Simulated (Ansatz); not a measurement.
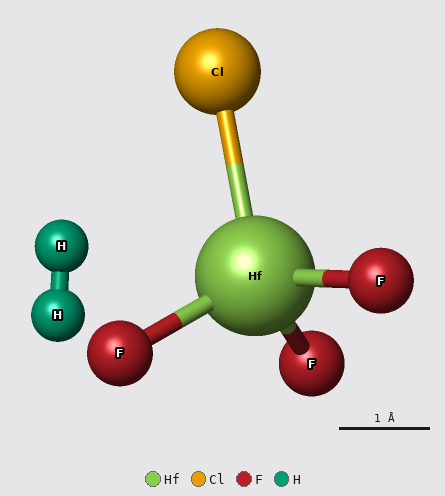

Fig. 1: The structure as given in the input (ball-and-stick view, seen at a tilt). Sticks mark near contacts.

# Nudged elastic band of HfH2ClF3

- system: HfH2ClF3
- method: RKS BLYP-D4/def2-SVP (Ansatz 0.2.0)

It belongs to a series of runs on one base structure; here: band between the two ends.

The input
```yaml
crystal:
  periodic: [false, false, false]
  atoms:
    - { symbol: Hf, position_ang: [0.210765, 0.0, 0.098606] }
    - { symbol: Cl, position_ang: [0.536991, 0.0, 2.453097] }
    - { symbol: F, position_ang: [1.941033, 0.0, -0.720198] }
    - { symbol: F, position_ang: [-0.681367, 1.584078, -0.51931] }
    - { symbol: F, position_ang: [-0.681367, -1.584078, -0.51931] }
    - { symbol: H, position_ang: [-2.696667, 0.0, 0.898823] }
    - { symbol: H, position_ang: [-2.361388, 0.0, 1.588692] }
basis:
  gaussian: { orbitals: def2-SVP }
hamiltonian:
  xc: blyp
  dispersion: d4
neb:
  order_check: false
  images: 7
  f_tol: 0.03
  max_iterations: 60
  final_atoms:
    - { symbol: Hf, position_ang: [-0.42298604, 0.0, -0.55884969] }
    - { symbol: Cl, position_ang: [-0.2487843, 0.0, 3.46668173] }
    - { symbol: F, position_ang: [1.36545481, 0.0, 0.12769476] }
    - { symbol: F, position_ang: [-0.81071484, 1.586206, -1.56038518] }
    - { symbol: F, position_ang: [-0.81071484, -1.586206, -1.56038518] }
    - { symbol: H, position_ang: [-1.64517051, 0.0, 0.84696476] }
    - { symbol: H, position_ang: [-1.15908427, 0.0, 2.51867878] }
  initial_path:
    images:
      - { positions_ang: [[0.210765, 0.0, 0.098606], [0.536991, 0.0, 2.453097], [1.941033, 0.0, -0.720198], [-0.681367, 1.584078, -0.51931], [-0.681367, -1.584078, -0.51931], [-2.696667, 0.0, 0.898823], [-2.361388, 0.0, 1.588692]] }
      - { positions_ang: [[0.15705687, 0.0, 0.07280765], [0.40792357, 0.0, 2.55614914], [1.92009183, 0.0, -0.71014584], [-0.74660707, 1.5919835, -0.55343443], [-0.74660707, -1.5919835, -0.55343443], [-2.53210931, 0.0, 0.84684471], [-2.19174882, 0.0, 1.6216132]] }
      - { positions_ang: [[0.10334873, 0.0, 0.04700931], [0.27885614, 0.0, 2.65920128], [1.89915065, 0.0, -0.70009367], [-0.81184713, 1.599889, -0.58755886], [-0.81184713, -1.599889, -0.58755886], [-2.36755163, 0.0, 0.79486642], [-2.02210963, 0.0, 1.6545344]] }
      - { positions_ang: [[0.0496406, 0.0, 0.02121096], [0.14978871, 0.0, 2.76225342], [1.87820948, 0.0, -0.69004151], [-0.8770872, 1.6077945, -0.6216833], [-0.8770872, -1.6077945, -0.6216833], [-2.20299394, 0.0, 0.74288813], [-1.85247045, 0.0, 1.6874556]] }
      - { positions_ang: [[-0.00406753, 0.0, -0.00458739], [0.02072128, 0.0, 2.86530556], [1.8572683, 0.0, -0.67998934], [-0.94232726, 1.6157, -0.65580773], [-0.94232726, -1.6157, -0.65580773], [-2.03843626, 0.0, 0.69090984], [-1.68283126, 0.0, 1.7203768]] }
      - { positions_ang: [[-0.10879716, 0.0, -0.14315296], [-0.04665512, 0.0, 3.0156496], [1.73431493, 0.0, -0.47806832], [-0.90942416, 1.6083265, -0.88195209], [-0.90942416, -1.6083265, -0.88195209], [-1.94011982, 0.0, 0.72992357], [-1.55189452, 0.0, 1.9199523]] }
      - { positions_ang: [[-0.21352679, 0.0, -0.28171854], [-0.11403151, 0.0, 3.16599365], [1.61136155, 0.0, -0.27614729], [-0.87652105, 1.600953, -1.10809645], [-0.87652105, -1.600953, -1.10809645], [-1.84180338, 0.0, 0.7689373], [-1.42095777, 0.0, 2.11952779]] }
      - { positions_ang: [[-0.31825641, 0.0, -0.42028411], [-0.18140791, 0.0, 3.31633769], [1.48840818, 0.0, -0.07422626], [-0.84361795, 1.5935795, -1.33424082], [-0.84361795, -1.5935795, -1.33424082], [-1.74348695, 0.0, 0.80795103], [-1.29002102, 0.0, 2.31910329]] }
      - { positions_ang: [[-0.42298604, 0.0, -0.55884969], [-0.2487843, 0.0, 3.46668173], [1.36545481, 0.0, 0.12769476], [-0.81071484, 1.586206, -1.56038518], [-0.81071484, -1.586206, -1.56038518], [-1.64517051, 0.0, 0.84696476], [-1.15908427, 0.0, 2.51867878]] }
```

Launched with:
```bash
ansatz run input.yaml --threads 2 --pin off --max-ram 3072MiB --backend cpu --events-out ev --progress --plain --runs-dir out
```

The program's output
```
Engine: ansatz 0.2.0, aarch64-unknown-linux-gnu
Functional definition: BLYP
  parameter beta = 0.0042
  parameter a = 0.04918
  parameter b = 0.132
  parameter c = 0.2533
  parameter d = 0.349
  exchange = b88_x(beta = beta)
  correlation = lyp_c(a = a, b = b, c = c, d = d)
1069 factors; their error is unknown
mean field evaluation 1: about -22002.6721 eV, gradient 6.5e1 eV
mean field evaluation 2: about -21915.2401 eV, gradient 2.4e2 eV
mean field evaluation 4: about -22009.5435 eV, gradient 7.5e0 eV
mean field evaluation 8: about -22009.6558 eV, gradient 1.0e-1 eV
mean field evaluation 16: about -22009.5681 eV, gradient 5.2e-4 eV
mean field -22009.56810234 eV, -808.8367091400 hartree, gradient 2.4e-5 eV, S^2 0.000000; 0 other end points of the search recorded, 0 dependent functions left out
the calculation of the forces begins
reference -22009.56851795 eV, -808.8367244134 hartree; 29, 29 occupied and 73, 73 virtual orbitals, 1069 factors
1069 factors; their error is unknown
mean field evaluation 32: about -22007.7118 eV, gradient 2.0e-2 eV
mean field -22007.71175975 eV, -808.7684898082 hartree, gradient 1.6e-5 eV, S^2 0.000000; 0 other end points of the search recorded, 0 dependent functions left out
[... from here on the field's lines of each further geometry are left out, up to the last ...]
NEB iter   1: max|band force component| = 4.468e0 eV/Å  barrier→ = 2.9595 eV  barrier← = 1.0749 eV  Δτ_max = 0.2000 Å  (284 SCF iters)
NEB iter   2: max|band force component| = 3.142e0 eV/Å  barrier→ = 2.2489 eV  barrier← = 0.3643 eV  Δτ_max = 0.1986 Å  (256 SCF iters)
NEB iter   3: max|band force component| = 3.156e0 eV/Å  barrier→ = 1.9770 eV  barrier← = 0.0925 eV  Δτ_max = 0.0992 Å  (254 SCF iters)
NEB iter   4: max|band force component| = 1.140e0 eV/Å  barrier→ = 1.9299 eV  barrier← = 0.0453 eV  Δτ_max = 0.1979 Å  (235 SCF iters)
NEB iter   5: max|band force component| = 1.191e0 eV/Å  barrier→ = 1.9357 eV  barrier← = 0.0511 eV  Δτ_max = 0.1019 Å  (249 SCF iters)
NEB iter   6: max|band force component| = 6.184e-1 eV/Å  barrier→ = 1.9187 eV  barrier← = 0.0341 eV  Δτ_max = 0.1013 Å  (240 SCF iters)
NEB iter   7: max|band force component| = 5.427e-1 eV/Å  barrier→ = 1.9082 eV  barrier← = 0.0236 eV  Δτ_max = 0.0500 Å  (238 SCF iters)
NEB iter   8: max|band force component| = 2.071e-1 eV/Å  barrier→ = 1.9011 eV  barrier← = 0.0165 eV  CI = image 7  Δτ_max = 0.1007 Å  (221 SCF iters)
NEB iter   9: max|band force component| = 1.569e-1 eV/Å  barrier→ = 1.9088 eV  barrier← = 0.0242 eV  CI = image 7  Δτ_max = 0.0982 Å  (222 SCF iters)
NEB iter  10: max|band force component| = 1.764e-1 eV/Å  barrier→ = 1.9073 eV  barrier← = 0.0227 eV  CI = image 7  Δτ_max = 0.0501 Å  (223 SCF iters)
NEB iter  11: max|band force component| = 1.637e-1 eV/Å  barrier→ = 1.9100 eV  barrier← = 0.0254 eV  CI = image 7  Δτ_max = 0.0507 Å  (223 SCF iters)
NEB iter  12: max|band force component| = 1.782e-1 eV/Å  barrier→ = 1.9115 eV  barrier← = 0.0270 eV  CI = image 7  Δτ_max = 0.0250 Å  (221 SCF iters)
NEB iter  13: max|band force component| = 1.373e-1 eV/Å  barrier→ = 1.9105 eV  barrier← = 0.0259 eV  CI = image 7  Δτ_max = 0.0240 Å  (227 SCF iters)
NEB iter  14: max|band force component| = 3.068e-2 eV/Å  barrier→ = 1.9098 eV  barrier← = 0.0252 eV  CI = image 7  Δτ_max = 0.0155 Å  (226 SCF iters)
the calculation of the forces begins
reference -22007.71340529 eV, -808.7685502806 hartree; 29, 29 occupied and 73, 73 virtual orbitals, 1069 factors
1069 factors; their error is unknown
mean field evaluation 1184: about -22007.6591 eV, gradient 9.1e-4 eV
mean field -22007.65913338 eV, -808.7665558247 hartree, gradient 1.4e-5 eV, S^2 0.000000; 1 other end points of the search recorded, 0 dependent functions left out
the calculation of the forces begins
reference -22007.65954129 eV, -808.7665708149 hartree; 29, 29 occupied and 73, 73 virtual orbitals, 1069 factors
NEB iter  15: max|band force component| = 2.225e-2 eV/Å  barrier→ = 1.9097 eV  barrier← = 0.0251 eV  CI = image 7  Δτ_max = 0.0000 Å  (597 SCF iters)
```

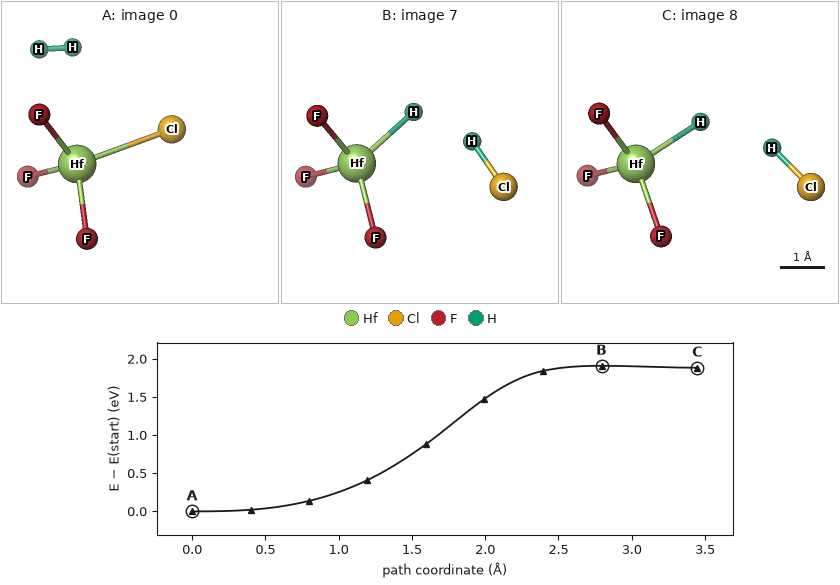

Fig. 2: Images of the last band (counted from 0; ball-and-stick, seen at a tilt) above the energy along the path; the line is a cubic interpolation that uses the forces. The highest image is number 7, 1.910 eV above the start and 0.025 eV above the end (the climbing image); the end lies 1.885 eV above the start. The path is 3.45 Å long. The band converged in 15 iterations.

```
Total energy: -22007.91418200 eV, -808.7759286884 hartree
Atom 0 at    -0.434547    -0.000000    -0.337488 Å, force     0.016477    -0.000000    -0.000722 eV/Å
Atom 1 at    -0.088084     0.000000     3.036968 Å, force    -0.007003    -0.000000    -0.005953 eV/Å
Atom 2 at     1.423856    -0.000000     0.152311 Å, force    -0.013935     0.000000    -0.001013 eV/Å
Atom 3 at    -0.796142     1.556558    -1.385739 Å, force     0.000555     0.003156    -0.001047 eV/Å
Atom 4 at    -0.796142    -1.556558    -1.385739 Å, force     0.000555    -0.003156    -0.001047 eV/Å
Atom 5 at    -1.845150     0.000000     0.919163 Å, force    -0.006244     0.000000     0.005719 eV/Å
Atom 6 at    -1.195790    -0.000000     2.280923 Å, force     0.009593     0.000000     0.004063 eV/Å
Dipole moment:    -0.175925     0.000000     0.003065 e Å
this run last wrote the band of iteration 15 to [file]
```

The last band as extended XYZ (Å, eV, eV/Å)
```
7
Properties=species:S:1:pos:R:3:forces:R:3 image=0 energy=-22009.82343
Hf    0.2108    0.0000    0.0986    0.0116   0.0000   0.0023
Cl    0.5370    0.0000    2.4531   -0.0001   0.0000  -0.0010
F     1.9410    0.0000   -0.7202   -0.0113   0.0000   0.0045
F    -0.6814    1.5841   -0.5193   -0.0005   0.0066  -0.0036
F    -0.6814   -1.5841   -0.5193   -0.0005  -0.0066  -0.0036
H    -2.6967    0.0000    0.8988   -0.0018   0.0000  -0.0051
H    -2.3614    0.0000    1.5887    0.0028   0.0000   0.0064
7
Properties=species:S:1:pos:R:3:forces:R:3 image=1 energy=-22009.80196
Hf    0.0976    0.0000    0.1062    0.0382   0.0000   0.0028
Cl    0.4085    0.0000    2.4732    0.0344   0.0000  -0.0046
F     1.8742    0.0000   -0.5960    0.0188   0.0000  -0.0601
F    -0.7303    1.5783   -0.6136    0.0103   0.0112   0.0541
F    -0.7303   -1.5783   -0.6136    0.0103  -0.0112   0.0541
H    -2.5301    0.0000    0.9365   -0.0448   0.0000  -0.0297
H    -2.1216    0.0000    1.5878   -0.0672   0.0000  -0.0164
7
Properties=species:S:1:pos:R:3:forces:R:3 image=2 energy=-22009.68585
Hf   -0.0098    0.0000    0.0961    0.1342   0.0000   0.0228
Cl    0.3213    0.0000    2.4825    0.0912   0.0000  -0.0258
F     1.8185    0.0000   -0.4393    0.0867   0.0000  -0.1983
F    -0.7644    1.5469   -0.7628    0.0164   0.0399   0.1808
F    -0.7644   -1.5469   -0.7628    0.0164  -0.0399   0.1808
H    -2.4031    0.0000    1.0278   -0.1543   0.0000  -0.0880
H    -1.9301    0.0000    1.6390   -0.1907   0.0000  -0.0722
7
Properties=species:S:1:pos:R:3:forces:R:3 image=3 energy=-22009.41241
Hf   -0.1274    0.0000    0.0735    0.2826   0.0000   0.1116
Cl    0.2602    0.0000    2.4982    0.2024   0.0000  -0.1296
F     1.7372    0.0000   -0.2883    0.2173   0.0000  -0.3565
F    -0.7901    1.5131   -0.9159    0.0198   0.0440   0.3284
F    -0.7901   -1.5131   -0.9159    0.0198  -0.0440   0.3284
H    -2.2660    0.0000    1.1166   -0.3458   0.0000  -0.1053
H    -1.7558    0.0000    1.7121   -0.3961   0.0000  -0.1769
7
Properties=species:S:1:pos:R:3:forces:R:3 image=4 energy=-22008.94226
Hf   -0.2525    0.0000    0.0231    0.3902   0.0000   0.3331
Cl    0.1954    0.0000    2.5461    0.3552   0.0000  -0.3966
F     1.6365    0.0000   -0.1586    0.3179   0.0000  -0.4181
F    -0.8151    1.4947   -1.0542    0.0413  -0.0219   0.4243
F    -0.8151   -1.4947   -1.0542    0.0413   0.0219   0.4243
H    -2.1103    0.0000    1.1779   -0.4769   0.0000   0.0547
H    -1.5710    0.0000    1.8003   -0.6691   0.0000  -0.4217
7
Properties=species:S:1:pos:R:3:forces:R:3 image=5 energy=-22008.34728
Hf   -0.3552    0.0000   -0.0674    0.2389   0.0000   0.4368
Cl    0.0752    0.0000    2.6627    0.2558   0.0000  -0.5231
F     1.5519    0.0000   -0.0224    0.2511   0.0000  -0.2620
F    -0.8113    1.5014   -1.1757    0.0526  -0.0869   0.3414
F    -0.8113   -1.5014   -1.1757    0.0526   0.0869   0.3414
H    -1.9835    0.0000    1.1481   -0.2530   0.0000   0.3574
H    -1.3978    0.0000    1.9108   -0.5979   0.0000  -0.6917
7
Properties=species:S:1:pos:R:3:forces:R:3 image=6 energy=-22007.98073
Hf   -0.4161    0.0000   -0.1893    0.0141   0.0000   0.1545
Cl   -0.0253    0.0000    2.8179    0.0047   0.0000  -0.2452
F     1.4871    0.0000    0.0764    0.0937   0.0000  -0.0501
F    -0.8049    1.5259   -1.2752    0.0217  -0.0353   0.1201
F    -0.8049   -1.5259   -1.2752    0.0217   0.0353   0.1201
H    -1.9181    0.0000    1.0290   -0.0899   0.0000   0.0996
H    -1.2497    0.0000    2.0969   -0.0659   0.0000  -0.1989
7
Properties=species:S:1:pos:R:3:forces:R:3 image=7 energy=-22007.91377
Hf   -0.4345    0.0000   -0.3375    0.0165   0.0000  -0.0007
Cl   -0.0881    0.0000    3.0370   -0.0070   0.0000  -0.0060
F     1.4239    0.0000    0.1523   -0.0139   0.0000  -0.0010
F    -0.7961    1.5566   -1.3857    0.0006   0.0032  -0.0010
F    -0.7961   -1.5566   -1.3857    0.0006  -0.0032  -0.0010
H    -1.8452    0.0000    0.9192   -0.0062   0.0000   0.0057
H    -1.1958    0.0000    2.2809    0.0096   0.0000   0.0041
7
Properties=species:S:1:pos:R:3:forces:R:3 image=8 energy=-22007.93886
Hf   -0.4230    0.0000   -0.5588    0.0040   0.0000  -0.0090
Cl   -0.2488    0.0000    3.4667   -0.0051   0.0000  -0.0062
F     1.3655    0.0000    0.1277   -0.0131   0.0000  -0.0065
F    -0.8107    1.5862   -1.5604    0.0051  -0.0141   0.0069
F    -0.8107   -1.5862   -1.5604    0.0051   0.0141   0.0069
H    -1.6452    0.0000    0.8470   -0.0015   0.0000   0.0033
H    -1.1591    0.0000    2.5187    0.0054   0.0000   0.0045
```

Summary

| quantity | value |
| --- | --- |
| outcome | converged |
| barrier, forward | 1.910 eV |
| barrier, backward | 0.025 eV |
| hardware | 2 threads of Arm Neoverse V2, 24 GiB of memory available, shared host |
| wall time | 4 min (CPU time 7.9 min) |
| peak memory | 0.2 GiB |

The order of the saddle point was not checked.
